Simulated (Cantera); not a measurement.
Input: 1 mol SiH2Cl2, 5 mol O3, 1.1 mol N2, 0.57 mol O2, held at 100 Pa.

These are equilibrium values from Cantera (NASA tables, ideal gas, pure condensed phases), not measurements of a reactor. Candidate condensed phases: H2O, NH4Cl, Si, SiO2, Si2N2O, Si3N4; 47 gas species. The tables hold silica as quartz up to 1696 K and as liquid above; real silica turns to tridymite and cristobalite and melts near 1996 K. Kinetics and transport are ignored.

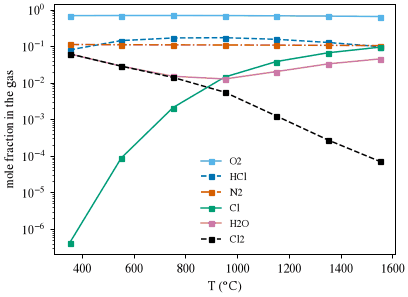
Equilibrium gas composition (values under 1e-9 drawn at 1e-9)

Problem. Read off the mole fractions at 552 °C.

Solution. O2 about 0.69, HCl about 0.14, N2 about 0.11, H2O about 0.029, Cl2 about 0.028, Cl about 8.8e-5.
